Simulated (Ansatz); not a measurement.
# Squeezing and shearing random rock-salt alloy of NbC and TiC (64 atoms): runs compared

How stiff is random rock-salt alloy of NbC and TiC (64 atoms)?

Computed with Ansatz 0.2.0: Kohn-Sham DFT, PBE, PAW (set soft_1), plane waves.

### 1. The cell as built

The cell holds 64 atoms: 20 Ti, 32 C and 12 Nb. Its edges and angles: a = 8.762 Å, b = 8.762 Å, c = 8.762 Å, α = 90.0°, β = 90.0°, γ = 90.0°. It derives from NbC (rock-salt) and TiC, repeated 2×2×2. Rock-salt NbC, 2 x 2 x 2 conventional cells, 20 of 32 Nb sites given to Ti at random (x = 0.625), lattice by Vegard's rule (a = 4.381 Å); not relaxed, displaced by a Gaussian of 0.02 Å.

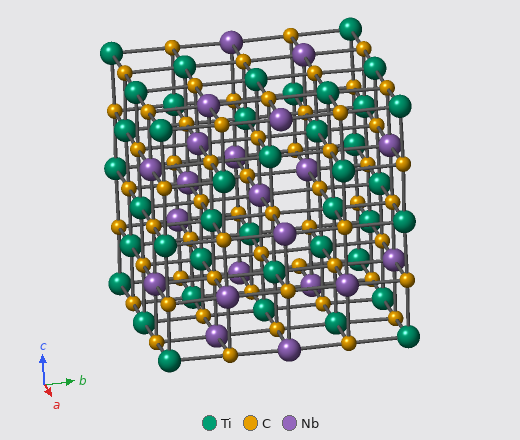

The cell as built. Some periodic images of atoms are drawn too.

### 2. The reference run

The reference is a single point at the end of the relaxation.

Every strained cell starts from the geometry of this run, and its atoms are relaxed with the cell held.

Its input, with most atom lines left out:

```yaml
crystal:
  lattice:
    - [8.78972, -0.00034, 0.00209]
    - [-0.00034, 8.79586, -0.00063]
    - [0.00209, -0.00063, 8.78724]
  atoms:
    - { symbol: Ti, position: [0.00195, 0.99917, 0.9974] }
    - { symbol: C, position: [0.25009, 0.00258, 6.0e-05] }
    - { symbol: Nb, position: [0.0012, 0.24851, 0.2492] }
    - { symbol: C, position: [0.25179, 0.2517, 0.24837] }
    - { symbol: Ti, position: [0.25288, 8.0e-05, 0.24821] }
    - { symbol: C, position: [0.00326, 0.00057, 0.2499] }
    - { symbol: Ti, position: [0.25186, 0.24913, 0.99867] }
    [... atom lines 8 to 64 left out ...]
kpoints:
  mp_grid: { grid: [2, 2, 2] }
hamiltonian:
  xc: pbe
  pseudopotentials: { kind: paw, azcp: { folder: soft_1 } }
scf:
  occupations: { method: fermi_dirac, width: 0.05 }
output:
  forces: true
  stress: true
  populations: true
  dos:
    method: { smearing: { sigma: 0.15 } }
    de: 0.1
    projected: { site_lists: { C: [C], Nb: [Nb], Ti: [Ti] } }
  eigenvalues: true
  write_density: true
  write_potential: true
  volumetric_format: npy
```

| Property | Result |
| --- | --- |
| free energy per atom | -1760.9158 eV/atom |
| r.m.s. force component | 0.00551 eV/Å |
| pressure | 0.01443 GPa |

62 levels are partly filled, by over 2 % (on the run's k-points): at this level the cell shows no clear gap.

### 3. The runs

Each row is one run, on 8 threads of INTEL XEON PLATINUM 8581C at 2.10GHz (Emerald Rapids), shared host. The free energy is the program's total, comparable only between runs with the same functional, potentials and atoms.

| run | atoms | outcome | ionic steps, all passes | free energy (eV) | time | host memory (GiB) |
| --- | --- | --- | --- | --- | --- | --- |
| Single point at the start | 64 | converged | - | -112697.751 | 16 s | 7.9 |
| Cell and atoms relaxed | 64 | converged | 5 | -112698.610 | 53 s | 7.9 |
| Single point at the relaxed geometry | 64 | converged | - | -112698.610 | 24 s | 7.9 |
| Volume -3 % | 64 | converged | 2 | -112698.069 | 26 s | 7.7 |
| Volume +3 % | 64 | converged | 2 | -112698.125 | 29 s | 8.1 |
| Volume -6 % | 64 | converged | 2 | -112696.333 | 25 s | 7.5 |
| Volume +6 % | 64 | converged | 2 | -112696.761 | 31 s | 8.2 |
| Volume -10 % | 64 | converged | 3 | -112691.814 | 36 s | 7.2 |
| Stretched by 1 % along x | 64 | converged | 3 | -112698.521 | 41 s | 7.9 |

In some runs the program notes that the SCF threshold is loose for the stress.

### 4. Pressure against volume

Atoms are relaxed at each volume, in the scaled cell.

```
volume change (%)  volume (Å³/atom)  energy change (meV/atom)  pressure (GPa)  largest move on relaxing (Å)  bonds
              -10             9.554                    106.19           35.03                          0.02    192
               -6             9.978                     35.59           18.88                          0.01    192
               -3            10.297                      8.46            8.73                          0.00    192
               +0            10.615                      0.00            0.01                             -    192
               +3            10.934                      7.59           -7.45                          0.00    192
               +6            11.252                     28.89          -13.86                          0.01    192
```

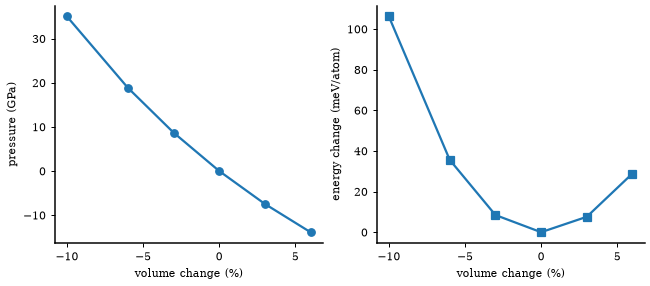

Pressure and energy against volume.

### 5. Uniaxial strain and shear

Stress (GPa, compression positive) less that of the relaxed cell, atoms relaxed:

```csv
strain,xx,yy,zz,xy,energy change (meV/atom)
stretched by 1 % along x,-4.245,-1.590,-1.806,-0.014,1.39
```

### 6. Findings

The bulk modulus, from the slope of pressure against ln V over the three points nearest the relaxed volume, is 270 GPa; a quadratic over all points gives a pressure derivative of about 4.3.

Caveats: Strains are finite and relaxations stop at the force tolerance of the input, which can leave moduli too stiff; they are those of a static cell at zero temperature. Volumes are changed with the cell's shape held, so in an anisotropic solid the modulus lies over the one under free hydrostatic load. The program notes that the SCF threshold of the relaxations is loose for the stress. The host structure and its lattice constant were typed by rule, without a check against the phase diagram.

The DFT runs together took 4.7 min of wall time.

[Logs are printed without paths, hosts, clocks, repeated set-up lines and the standing remarks that a program may print on its own settings, such as how far it seeks lower states.]

[Hosts, paths, dates, database ids (printed as entryN), source tags and the programs' standing remarks are cut or masked in the printed files.]
